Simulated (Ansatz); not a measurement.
Band structure of In (I4/mmm, 1 atom in the cell).

```xyz
1
Lattice="-1.6250 1.6250 2.4750 1.6250 -1.6250 2.4750 1.6250 1.6250 -2.4750" Properties=species:S:1:pos:R:3 pbc="T T T"
In     0.0000     0.0000     0.0000
```

Level of theory: PBE (plane waves, PAW; Ansatz, an electronic-structure program).

Settings: basis.ecutwfc = 420 eV; kpoints.mp_grid.grid = 15 15 15; hamiltonian.xc = pbe; hamiltonian.pseudopotentials = {kind: paw} (the program's default PAW files); scf.occupations.method = fermi_dirac; scf.occupations.width = 0.1 eV; kpoints.band_path.npoints = 8.

The starting cell has typed, rounded lattice constants, without a prior relaxation at this level.

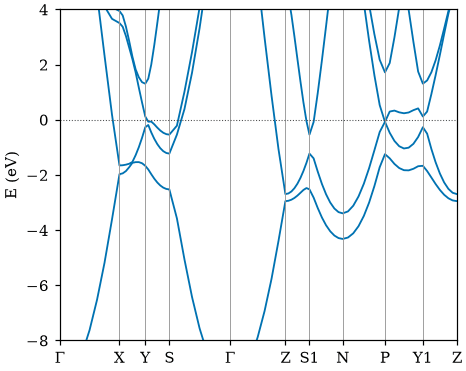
Bands along the path, energies from the Fermi level.

Levels in eV from the Fermi level, bands 4 to 10:
```json
[
 {"point": "Γ", "4": "-14.54", "5": "-14.43", "6": "-9.57", "7": "10.53", "8": "10.53", "9": "10.71", "10": "11.55"},
 {"point": "X", "4": "-14.33", "5": "-14.24", "6": "-1.97", "7": "-1.66", "8": "3.51", "9": "3.94", "10": "7.00"},
 {"point": "Y", "4": "-14.43", "5": "-14.32", "6": "-1.67", "7": "-0.27", "8": "0.12", "9": "1.31", "10": "12.96"},
 {"point": "S", "4": "-14.43", "5": "-14.35", "6": "-2.52", "7": "-1.23", "8": "-0.54", "9": "6.15", "10": "8.95"},
 {"point": "Z", "4": "-14.30", "5": "-14.30", "6": "-2.95", "7": "-2.69", "8": "4.73", "9": "4.73", "10": "8.18"},
 {"point": "S1", "4": "-14.43", "5": "-14.35", "6": "-2.52", "7": "-1.23", "8": "-0.54", "9": "6.15", "10": "8.95"},
 {"point": "N", "4": "-14.35", "5": "-14.31", "6": "-4.32", "7": "-3.39", "8": "7.51", "9": "9.16", "10": "11.09"},
 {"point": "P", "4": "-14.43", "5": "-14.24", "6": "-1.25", "7": "-0.08", "8": "-0.08", "9": "1.72", "10": "12.42"},
 {"point": "Y1", "4": "-14.43", "5": "-14.32", "6": "-1.67", "7": "-0.27", "8": "0.12", "9": "1.31", "10": "12.96"}
]
```

Bands cross the Fermi level along this path, so the cell is metallic at this level.

Keys are those of Ansatz 0.2.
